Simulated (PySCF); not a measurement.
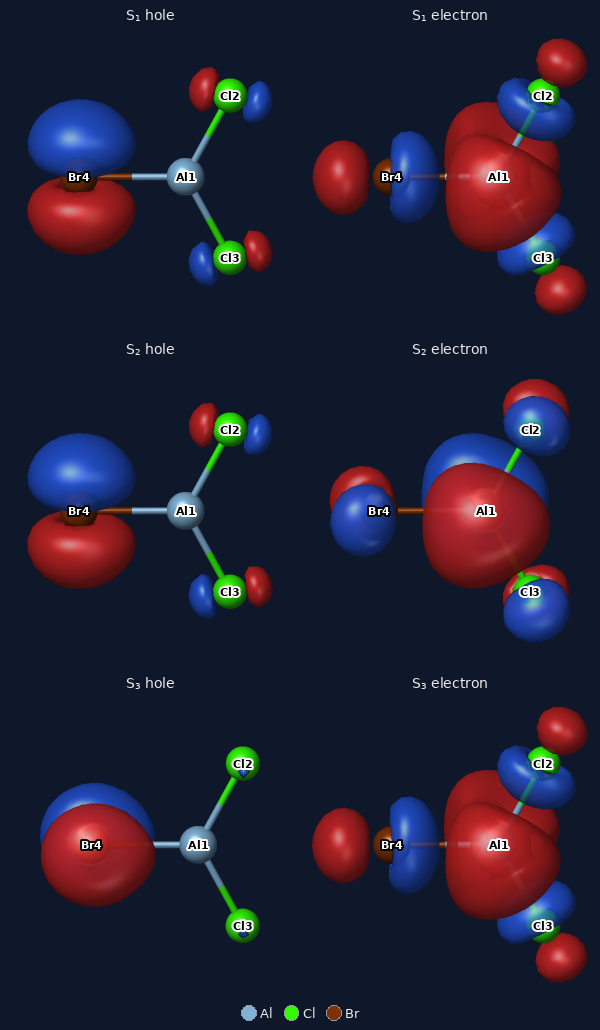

Figure. AlBrCl2. Leading natural transition orbitals (TDA singlet states).

Method: B3LYP/def2-TZVP; geometry: GFN2-xTB; program: PySCF. No frequency check shows the geometry to be a minimum. GFN2-xTB bond lengths at metals and heavier atoms can be off by up to 0.1 Å and shapes distorted, which carries into these values. Without diffuse functions Rydberg states are missing, so the states' numbers hold for this basis only.

The calculation's input:

```python
import numpy as np
from pyscf import gto, scf, dft, tdscf
from pyscf.scf import atom_ks, atom_hf
from scipy.linalg import block_diag

def solve(mol, dm0=None, hcore=None):
    mf = (dft.UKS if mol.spin else dft.RKS)(mol, xc='b3lyp')
    mf.grids.level = 3
    mf = mf.density_fit(auxbasis='def2-universal-jkfit')
    mf.conv_tol, mf.max_cycle = 1e-8, 80
    if hcore is not None:
        mf.get_hcore = lambda *args: hcore
    mf.kernel(dm0)
    if not mf.converged:
        mf = mf.newton().run(mf.mo_coeff, mf.mo_occ, max_cycle=30)
    assert mf.converged, 'SCF not converged'
    return mf

mol = gto.M(atom='''
Al    -0.57178     0.00029     0.00000
Cl    -1.51466    -1.78882     0.00000
Cl    -1.51418     1.78893     0.00000
Br     1.68352    -0.00016     0.00000
''', basis='def2-tzvp', charge=0, spin=0, verbose=4)
mf = solve(mol)
td = mf.TDA()
td.nstates, td.singlet, td.conv_tol = 6, True, 1e-5
td.kernel()
td.analyze()
x, y = np.array([p[0] for p in td.xy]), np.array([p[1] + 0 * p[0] for p in td.xy])
f, mu = td.oscillator_strength(), td.transition_dipole()
nto = [td.get_nto(state=i + 1, verbose=4) for i in range(len(td.e))]
# spherically averaged free atoms, for the promolecule
atm = atom_ks.get_atm_nrks(mol, xc='b3lyp')
pro = block_diag(*[(atm[a[0]][2] * atm[a[0]][3]) @ atm[a[0]][2].T for a in mol._atom])
np.savez('result.npz', e=td.e, f=f, ok=td.converged, w=[n[0] for n in nto], nto=[n[1] for n in nto], x=x, y=y, c=mf.mo_coeff, occ=mf.mo_occ, eps=mf.mo_energy, pro=pro, mu=mu)
```

Run with:

```sh
OMP_NUM_THREADS=1 python input.py
```

The run took 6.5 min on 1 thread of Arm Neoverse V2, with other jobs on the host, peak memory 0.78 GiB.

Question: Describe these excited states.

Answer: By state:
- S₁: 5.98 eV (207 nm), f = 0.011, n → σ*; the leading pair carries 100 %; hole on Br4 (80 %), Cl2 and Cl3 (7 % each) and Al1 (5 %), electron on Al1 (50 %), Br4 (20 %) and Cl2 and Cl3 (15 % each); their centroids lie 1.5 Å apart; S₂ lies within 0.1 eV of it.
- S₂: 6.07 eV (204 nm), f = 0.000 (dark), n → empty p orbital of Al1; the leading pair carries 100 %; hole on Br4 (81 %), Cl2 and Cl3 (7 % each) and Al1 (5 %), electron on Al1 (60 %), Br4 (15 %) and Cl2 and Cl3 (12 % each); their centroids lie 1.6 Å apart; S₁ lies within 0.1 eV of it.
- S₃: 6.21 eV (200 nm), f = 0.014, n → σ*; the leading pair carries 100 %; hole on Br4 (85 %) and Al1 (8 %), electron on Al1 (50 %), Br4 (21 %) and Cl2 and Cl3 (14 % each); their centroids lie 1.7 Å apart.
